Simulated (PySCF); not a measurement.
**Saddle-point search of C3H6O2Si**

- system: C3H6O2Si
- method: PBE0-D3(BJ)/def2-SVP saddle search from the GFN2-xTB point and Hessian, gas phase (PySCF 2.14.0)

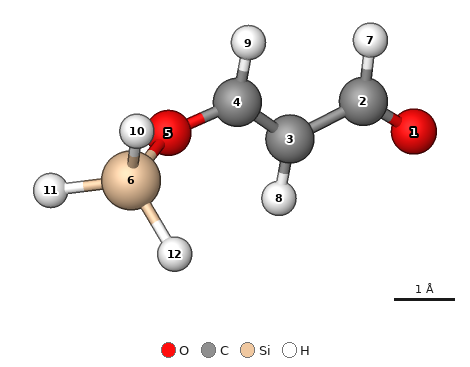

Figure 1. The structure as given in the input (ball-and-stick view, seen at a tilt; atoms are numbered from 1 in the order of the input).

### The input
```
{"job": {"xc": "PBE0", "basis": "def2-SVP", "kind": "refine"}, "charge": 0, "multiplicity": 1}
O     -3.562967     0.532479    -0.282043
C     -2.590818    -0.118080     0.010175
C     -1.233205     0.166075    -0.415059
C     -0.197813    -0.586341    -0.025303
O      1.051649    -0.397167    -0.418823
Si     2.402575     0.332368     0.135430
H     -2.677491    -1.015145     0.656879
H     -1.081234     1.018237    -1.061331
H     -0.348018    -1.442984     0.630513
H      2.806784    -0.277847     1.403113
H      3.292079     0.032881    -0.973113
H      2.138458     1.755524     0.339562
```

The first line tells a small driver script what to run in PySCF; the rest is the geometry in Å.

Machine: 1 CPU thread, shared host.

Command:
```bash
OMP_NUM_THREADS=1 python <driver script> task.json out
```

### The program's output
```
step      E/eV     max force
  0    -15160.61787   1.4327
  1    -15160.70786   0.7424
  2    -15160.74092   0.2373
  3    -15160.74584   0.1850
  4    -15160.74799   0.0712
  5    -15160.74765   0.1316
  6    -15160.74874   0.0272
  7    -15160.74928   0.0325
  8    -15160.74941   0.0435
  9    -15160.74951   0.0207
 10    -15160.74950   0.0310
 11    -15160.74936   0.0510
 12    -15160.74952   0.0128
```

### Trajectory as extended XYZ (Å, eV, eV/Å), 13 frames, from step=0 to step=12
```
12
Properties=species:S:1:pos:R:3:forces:R:3 step=0 energy=-15160.61787
O    -3.5630    0.5325   -0.2820   -0.1440   0.1340  -0.0870
C    -2.5908   -0.1181    0.0102    0.0470  -0.0220   0.0490
C    -1.2332    0.1661   -0.4151   -0.1040   0.1750  -0.0770
C    -0.1978   -0.5863   -0.0253   -0.0550  -0.0070   0.0670
O     1.0516   -0.3972   -0.4188   -1.1570  -0.6440  -0.5470
Si    2.4026    0.3324    0.1354    0.4310   0.1760   0.1460
H    -2.6775   -1.0151    0.6569   -0.1090  -0.3670   0.2740
H    -1.0812    1.0182   -1.0613    0.0870   0.3870  -0.3280
H    -0.3480   -1.4430    0.6305   -0.0770  -0.3360   0.2550
H     2.8068   -0.2778    1.4031    0.2920  -0.2060   0.4840
H     3.2921    0.0329   -0.9731    0.7570   0.1030  -0.2910
H     2.1385    1.7555    0.3396    0.0320   0.6080   0.0570
12
Properties=species:S:1:pos:R:3:forces:R:3 step=1 energy=-15160.70786
O    -3.5639    0.5432   -0.2586   -0.0770   0.0800  -0.0460
C    -2.5902   -0.1094    0.0266    0.0010  -0.0200   0.0350
C    -1.2347    0.1718   -0.4189   -0.0470   0.1120  -0.0480
C    -0.2075   -0.6023   -0.0422   -0.0300  -0.0150   0.0600
O     1.0457   -0.4388   -0.4485   -0.5390  -0.3630  -0.3590
Si    2.3942    0.3250    0.1263    0.2430   0.0810   0.0550
H    -2.6758   -1.0090    0.6801   -0.0560  -0.2100   0.1600
H    -1.0813    1.0268   -1.0697    0.0510   0.2310  -0.2010
H    -0.3699   -1.4629    0.6138   -0.0480  -0.1890   0.1450
H     2.7937   -0.2727    1.4145    0.1530  -0.1140   0.2910
H     3.3769    0.0687   -0.9340    0.3550   0.0560  -0.1270
H     2.1129    1.7596    0.3105   -0.0050   0.3500   0.0350
12
Properties=species:S:1:pos:R:3:forces:R:3 step=2 energy=-15160.74092
O    -3.5436    0.5763   -0.2889   -0.0010   0.0210   0.0060
C    -2.5841   -0.0867    0.0228   -0.0170   0.0020   0.0120
C    -1.2142    0.1753   -0.4040    0.0660  -0.0070   0.0000
C    -0.2164   -0.6415   -0.0231    0.0100   0.0110  -0.0360
O     1.0507   -0.5366   -0.4284   -0.2200  -0.0840  -0.0290
Si    2.3793    0.3244    0.1145    0.0990  -0.0270   0.0050
H    -2.6980   -0.9877    0.6800   -0.0120  -0.0550   0.0530
H    -1.0322    1.0295   -1.0578    0.0160   0.0650  -0.0710
H    -0.4200   -1.5016    0.6315   -0.0020  -0.0310   0.0060
H     2.8633   -0.2597    1.3950    0.0310  -0.0070   0.0730
H     3.3874    0.1534   -0.9573    0.0740   0.0340  -0.0160
H     2.0278    1.7548    0.3157   -0.0430   0.0760  -0.0040
12
Properties=species:S:1:pos:R:3:forces:R:3 step=3 energy=-15160.74584
O    -3.5264    0.5991   -0.2377    0.0100   0.0080  -0.0110
C    -2.5630   -0.0690    0.0485    0.0760   0.0080  -0.0010
C    -1.2057    0.1612   -0.4506   -0.0830   0.0260  -0.0260
C    -0.2060   -0.6481   -0.0628    0.0890  -0.0300   0.0200
O     1.0597   -0.5631   -0.4880   -0.1360  -0.0100   0.0170
Si    2.3609    0.3099    0.1238    0.0680   0.0910  -0.1460
H    -2.6589   -0.9442    0.7473    0.0240   0.0090  -0.0160
H    -1.0400    0.9878   -1.1483   -0.0040  -0.0170   0.0240
H    -0.4074   -1.4792    0.6306    0.0230  -0.0130  -0.0050
H     2.8244   -0.2910    1.4059    0.0060  -0.0200   0.0370
H     3.4209    0.2096   -0.9228   -0.1070   0.0220   0.1280
H     1.9415    1.7271    0.3540    0.0340  -0.0740  -0.0210
12
Properties=species:S:1:pos:R:3:forces:R:3 step=4 energy=-15160.74799
O    -3.5179    0.6084   -0.2201    0.0240  -0.0100   0.0030
C    -2.5551   -0.0656    0.0562    0.0060   0.0150  -0.0130
C    -1.2033    0.1576   -0.4530   -0.0130  -0.0280   0.0320
C    -0.2027   -0.6563   -0.0731   -0.0320   0.0380  -0.0220
O     1.0575   -0.5635   -0.5051    0.0330   0.0280   0.0080
Si    2.3508    0.3156    0.1213   -0.0010  -0.0650  -0.0290
H    -2.6472   -0.9415    0.7534    0.0000  -0.0070   0.0010
H    -1.0364    0.9870   -1.1452    0.0020   0.0110  -0.0050
H    -0.3963   -1.4938    0.6136   -0.0070  -0.0190   0.0180
H     2.7889   -0.2813    1.4170   -0.0050   0.0020   0.0050
H     3.4210    0.2015   -0.9007    0.0070   0.0150   0.0130
H     1.9406    1.7316    0.3357   -0.0150   0.0200  -0.0110
12
Properties=species:S:1:pos:R:3:forces:R:3 step=5 energy=-15160.74765
O    -3.5140    0.6078   -0.1837   -0.0060   0.0030   0.0050
C    -2.5480   -0.0686    0.0738   -0.0190  -0.0130   0.0140
C    -1.2040    0.1653   -0.4455    0.0690   0.0320  -0.0600
C    -0.1954   -0.6509   -0.0956    0.0590  -0.0510   0.0150
O     1.0605   -0.5523   -0.5508   -0.1210  -0.0430   0.0290
Si    2.3450    0.3063    0.1160    0.0530   0.1170  -0.0160
H    -2.6314   -0.9567    0.7558   -0.0090  -0.0110   0.0160
H    -1.0495    1.0045   -1.1295    0.0000  -0.0010   0.0010
H    -0.3762   -1.4956    0.5891    0.0160   0.0230  -0.0340
H     2.7101   -0.2651    1.4478   -0.0110   0.0000  -0.0420
H     3.4671    0.1715   -0.8527   -0.0710  -0.0210   0.0580
H     1.9359    1.7338    0.2754    0.0400  -0.0340   0.0140
12
Properties=species:S:1:pos:R:3:forces:R:3 step=6 energy=-15160.74874
O    -3.5153    0.6092   -0.2011    0.0080  -0.0040   0.0020
C    -2.5516   -0.0678    0.0637   -0.0010   0.0070  -0.0030
C    -1.2033    0.1601   -0.4513   -0.0120  -0.0060   0.0110
C    -0.2001   -0.6552   -0.0834   -0.0090   0.0040   0.0000
O     1.0581   -0.5578   -0.5216    0.0110   0.0070  -0.0080
Si    2.3478    0.3150    0.1187   -0.0080  -0.0260   0.0000
H    -2.6402   -0.9500    0.7536    0.0010  -0.0040  -0.0010
H    -1.0413    0.9952   -1.1380    0.0020   0.0050  -0.0010
H    -0.3889   -1.4977    0.5997   -0.0020  -0.0040   0.0020
H     2.7520   -0.2723    1.4294    0.0010   0.0020   0.0110
H     3.4384    0.1843   -0.8776    0.0150   0.0030  -0.0080
H     1.9445    1.7370    0.3080   -0.0060   0.0150  -0.0040
12
Properties=species:S:1:pos:R:3:forces:R:3 step=7 energy=-15160.74928
O    -3.5169    0.6047   -0.1770    0.0040  -0.0040   0.0050
C    -2.5500   -0.0731    0.0732   -0.0060  -0.0020   0.0010
C    -1.2053    0.1667   -0.4452    0.0200  -0.0120   0.0040
C    -0.1977   -0.6522   -0.0970   -0.0040   0.0120  -0.0130
O     1.0581   -0.5474   -0.5439   -0.0130   0.0050   0.0130
Si    2.3453    0.3148    0.1158    0.0240   0.0010   0.0150
H    -2.6325   -0.9669    0.7492    0.0000   0.0040  -0.0020
H    -1.0501    1.0128   -1.1202    0.0020  -0.0020   0.0000
H    -0.3799   -1.5043    0.5761   -0.0020  -0.0030  -0.0020
H     2.7045   -0.2519    1.4509   -0.0150   0.0100  -0.0270
H     3.4623    0.1484   -0.8479   -0.0120   0.0010   0.0080
H     1.9624    1.7484    0.2660    0.0010  -0.0090  -0.0030
12
Properties=species:S:1:pos:R:3:forces:R:3 step=8 energy=-15160.74941
O    -3.5193    0.6005   -0.1503    0.0340  -0.0260   0.0080
C    -2.5494   -0.0807    0.0806   -0.0250   0.0200  -0.0050
C    -1.2078    0.1718   -0.4407   -0.0080   0.0010   0.0040
C    -0.1967   -0.6492   -0.1089   -0.0120  -0.0050   0.0080
O     1.0574   -0.5326   -0.5557    0.0090  -0.0050  -0.0110
Si    2.3462    0.3189    0.1141    0.0090   0.0020   0.0210
H    -2.6261   -0.9871    0.7405    0.0000   0.0090  -0.0080
H    -1.0578    1.0303   -1.1015    0.0010  -0.0090   0.0070
H    -0.3747   -1.5139    0.5500    0.0010   0.0130  -0.0100
H     2.6564   -0.2299    1.4695   -0.0030   0.0240  -0.0350
H     3.4807    0.1076   -0.8204   -0.0150   0.0050   0.0160
H     1.9910    1.7644    0.2228    0.0090  -0.0280   0.0040
12
Properties=species:S:1:pos:R:3:forces:R:3 step=9 energy=-15160.74951
O    -3.5199    0.5983   -0.1587   -0.0160   0.0130  -0.0020
C    -2.5499   -0.0792    0.0791    0.0140  -0.0120   0.0010
C    -1.2078    0.1714   -0.4413    0.0050  -0.0020   0.0010
C    -0.1972   -0.6489   -0.1064    0.0020   0.0020  -0.0020
O     1.0571   -0.5352   -0.5545   -0.0030   0.0020   0.0050
Si    2.3460    0.3174    0.1147    0.0050  -0.0060  -0.0050
H    -2.6268   -0.9813    0.7444    0.0010  -0.0010   0.0000
H    -1.0568    1.0264   -1.1058    0.0000   0.0000   0.0000
H    -0.3758   -1.5103    0.5556    0.0000  -0.0020   0.0010
H     2.6681   -0.2338    1.4637   -0.0020  -0.0020   0.0010
H     3.4757    0.1160   -0.8260    0.0000   0.0020   0.0010
H     1.9874    1.7592    0.2351   -0.0050   0.0050  -0.0010
12
Properties=species:S:1:pos:R:3:forces:R:3 step=10 energy=-15160.74950
O    -3.5188    0.6016   -0.1550    0.0250  -0.0180   0.0030
C    -2.5492   -0.0786    0.0795   -0.0170   0.0180  -0.0040
C    -1.2079    0.1691   -0.4446   -0.0160   0.0070  -0.0010
C    -0.1965   -0.6487   -0.1070    0.0040  -0.0030   0.0020
O     1.0571   -0.5343   -0.5564    0.0090  -0.0020  -0.0020
Si    2.3457    0.3169    0.1151   -0.0050  -0.0030   0.0020
H    -2.6259   -0.9800    0.7456    0.0000  -0.0010  -0.0010
H    -1.0575    1.0217   -1.1125   -0.0010   0.0000   0.0020
H    -0.3735   -1.5074    0.5591    0.0010  -0.0010  -0.0010
H     2.6663   -0.2386    1.4630    0.0010   0.0020  -0.0030
H     3.4764    0.1204   -0.8256   -0.0010  -0.0010   0.0010
H     1.9838    1.7578    0.2388    0.0010   0.0020   0.0010
12
Properties=species:S:1:pos:R:3:forces:R:3 step=11 energy=-15160.74936
O    -3.5134    0.6048   -0.1532   -0.0410   0.0290  -0.0060
C    -2.5448   -0.0743    0.0837    0.0370  -0.0350   0.0030
C    -1.2051    0.1679   -0.4470    0.0200  -0.0120   0.0040
C    -0.1942   -0.6526   -0.1124   -0.0090   0.0080  -0.0010
O     1.0593   -0.5415   -0.5650    0.0040   0.0150   0.0120
Si    2.3404    0.3163    0.1150   -0.0030  -0.0090  -0.0080
H    -2.6207   -0.9710    0.7566    0.0020   0.0010  -0.0030
H    -1.0551    1.0182   -1.1177   -0.0010   0.0020   0.0020
H    -0.3709   -1.5103    0.5552   -0.0020   0.0010   0.0000
H     2.6579   -0.2406    1.4631   -0.0010   0.0020  -0.0040
H     3.4778    0.1282   -0.8199   -0.0080   0.0020   0.0030
H     1.9688    1.7548    0.2417    0.0020  -0.0040  -0.0030
12
Properties=species:S:1:pos:R:3:forces:R:3 step=12 energy=-15160.74952
O    -3.5201    0.5985   -0.1539   -0.0080   0.0070  -0.0010
C    -2.5499   -0.0801    0.0804    0.0100  -0.0080  -0.0010
C    -1.2083    0.1718   -0.4409    0.0020  -0.0020   0.0010
C    -0.1969   -0.6484   -0.1083    0.0010   0.0020  -0.0020
O     1.0570   -0.5333   -0.5573    0.0020   0.0050   0.0070
Si    2.3460    0.3178    0.1143    0.0030  -0.0080  -0.0050
H    -2.6261   -0.9845    0.7427    0.0010   0.0010   0.0000
H    -1.0582    1.0280   -1.1042   -0.0010   0.0000   0.0010
H    -0.3743   -1.5107    0.5529    0.0000  -0.0020   0.0000
H     2.6610   -0.2310    1.4663   -0.0020   0.0010  -0.0040
H     3.4790    0.1108   -0.8216   -0.0050   0.0030   0.0040
H     1.9906    1.7610    0.2295   -0.0030   0.0010  -0.0010
```

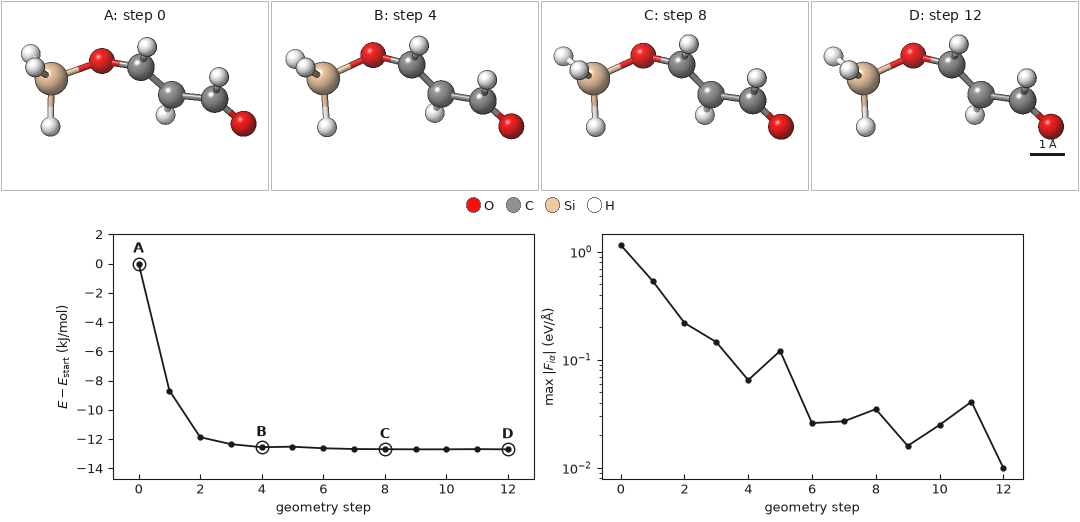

Figure 2. Frames of the saddle-point search (ball-and-stick view, seen at a tilt) above the curves, on which the letters mark them (steps are counted from 0).

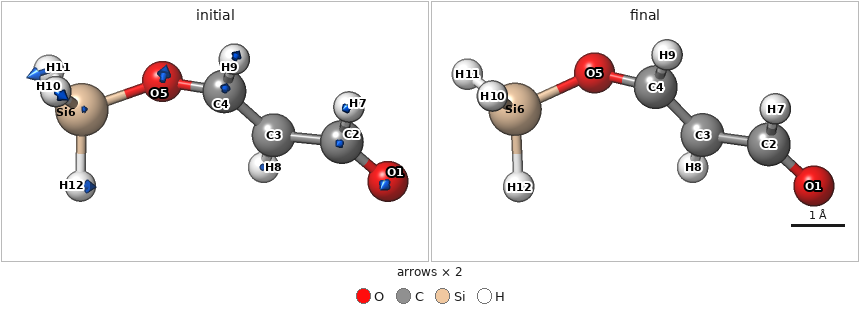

Figure 3. Before (left) and after (right) the saddle-point search, at one scale (ball-and-stick view, seen at a tilt). The blue arrows give the displacements, magnified 2 times. H11 moves most after the best rigid fit: 0.25 Å. Largest moves by element: H 0.25 Å, O 0.19 Å, C 0.11 Å, Si 0.06 Å. Among the contacts that change: O5–Si6 1.632 → 1.684 Å, Si6–H11 1.452 → 1.484 Å, Si6–H10 1.464 → 1.493 Å, C2–H7 1.109 → 1.124 Å. Among the angles that change: C4–O5–Si6 138.1° → 128.9°, O5–Si6–H11 99.0° → 105.2°, H11–Si6–H12 114.7° → 111.5°. After 12 geometry steps the energy has fallen by 12.7 kJ/mol. Largest force component: 1.2 eV/Å at the start, 0.01 eV/Å at the end. (Atoms are counted from 1 in the order of the input.)

### Key numbers

| quantity | value |
| --- | --- |
| outcome | converged |
| total energy | −557.147273 hartree |
| wall time | 96 s |
| peak memory | 0.57 GiB |
